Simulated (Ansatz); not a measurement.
A series of calculations on SiH3OCl and related structures

### Relaxation

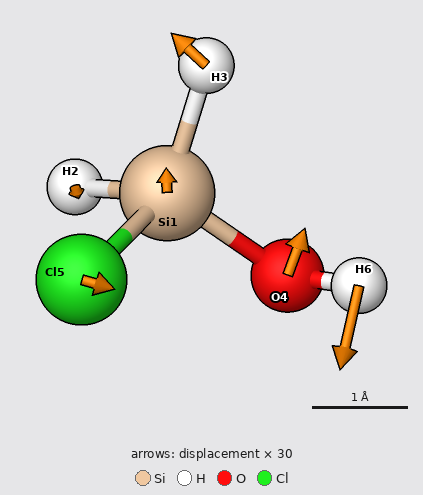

A relaxation of SiH₃OCl. The starting structure is drawn; orange arrows show the displacements, magnified 30 times. The two geometries are superimposed by the best rigid fit.

Style: ball-and-stick. Shown from a free direction.

It is one of the separated products of a reaction.

The calculation used RKS PBE0-D4/def2-TZVP in Ansatz. (force threshold 0.005 eV/Å; at most 200 steps)

### Atoms of which element are displaced furthest, and by how much?

Hydrogen: up to 0.031 Å, against 0.018 Å for oxygen.

### Describe the change and its energy.

The atom that moves furthest after the best rigid fit is H6 (0.031 Å). By element the largest moves are H 0.031 Å, O 0.018 Å, Cl 0.013 Å, Si 0.009 Å. Over 5 geometry steps the energy falls by 0.08 kJ/mol. The largest force component goes from 0.11 to 0.0018 eV/Å.

### Relaxation

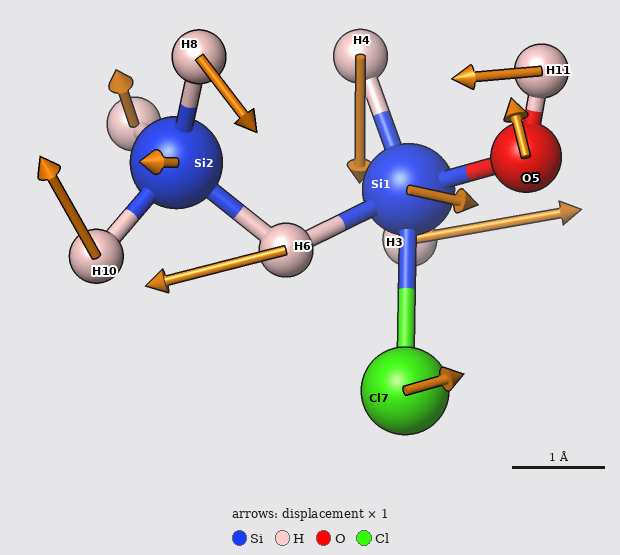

This is a relaxation of Si2H7OCl (started from a transition state, displaced along its imaginary mode). The starting structure is drawn; orange arrows show the displacements, at their true length. The two geometries are superimposed by the best rigid fit.

The picture is a ball-and-stick view, seen face on.

The calculation used RKS PBE0-D4/def2-TZVP in Ansatz 0.2.0. (force threshold 0.005 eV/Å; at most 200 steps)

> Atoms of which element are displaced furthest, and by how much?

Hydrogen: up to 1.91 Å, against 0.88 Å for silicon.

> Describe the change and its energy.

After 41 accepted moves (43 points after the start) the energy has fallen by 2.131 eV. Largest force component: 0.86 eV/Å at the start, 0.0039 eV/Å at the end. The line search rejected the trial steps at points 11, 27 of the run. The largest move after the best rigid fit is that of an H atom, 1.91 Å. By element the largest moves are H 1.91 Å, Si 0.88 Å, Cl 0.76 Å, O 0.72 Å. Some distances before and after: H–Si 1.671 → 3.862 Å, Cl–H 2.009 → 3.617 Å, Si–Si 2.669 → 4.033 Å, Cl–Si 2.357 → 2.055 Å. Bonds break: H–Si (1.67 → 3.86 Å). Bond angles that change, for instance: H–Si–Cl 156.6° → 105.8°, O–Si–Cl 90.1° → 111.6°, H–Si–O 127.6° → 106.4°. The run took roughly 8 core-minutes on a shared host.

### Reaction

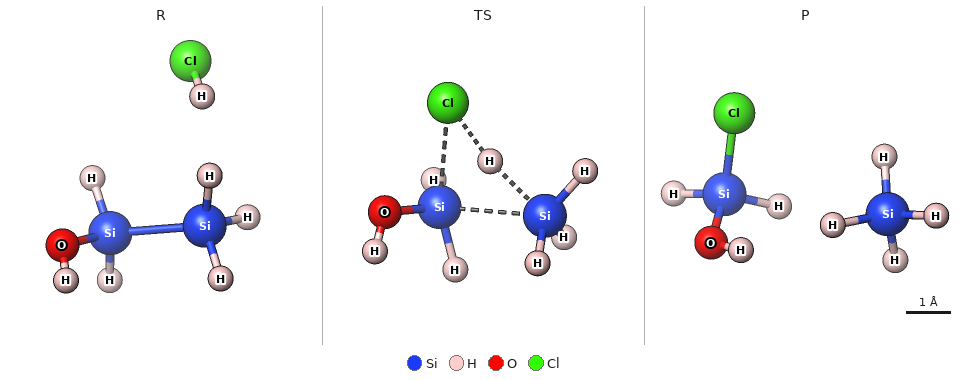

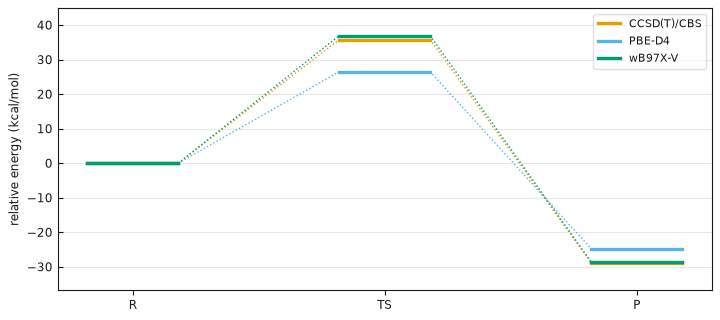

A reaction step of Si2H7OCl, with its energy diagram. A ball-and-stick model, seen face on. Dashed sticks mark bonds that form or break.

Stationary points at PBE0-D4/def2-TZVP, single-point energies with CCSD(T)/CBS, PBE-D4, wB97X-V (def2-TZVPP where no basis is named; Ansatz 0.2.0). The energies are electronic, without zero-point or thermal terms, and both ends are the minima reached downhill from the saddle, with any fragments still in contact. CCSD(T)/CBS stands for a frozen-core estimate: MP2 correlation extrapolated from def2-TZVPP and def2-QZVPP, CCSD(T) minus MP2 from the smaller set.

Question: Describe the step and its energetics.

Answer: Counted by bonded pieces, R holds HCl + Si₂H₆O and P holds SiH₃ClO + SiH₄. From R over the saddle to P, bonds form: Cl–Si (4.39 → 2.56 → 2.05 Å), H–Si (2.99 → 1.78 → 1.48 Å). Bonds break: Si–Si (2.35 → 2.54 → 4.03 Å), Cl–H (1.28 → 1.67 → 3.62 Å). The saddle has one imaginary mode, 860i cm⁻¹. With CCSD(T)/CBS the barrier is 35.8 kcal/mol from R and 64.7 kcal/mol from P, and P lies 28.9 kcal/mol below R.

```tsv
level	barrier from R (kcal/mol)	barrier from P (kcal/mol)	P less R (kcal/mol)
CCSD(T)/CBS	35.8	64.7	−28.9
PBE-D4	26.5	51.3	−24.8
wB97X-V	37.0	65.6	−28.6
```

Against CCSD(T)/CBS, wB97X-V comes closest on the barrier from R (+1.2 kcal/mol) and PBE-D4 misses most (−9.3 kcal/mol).
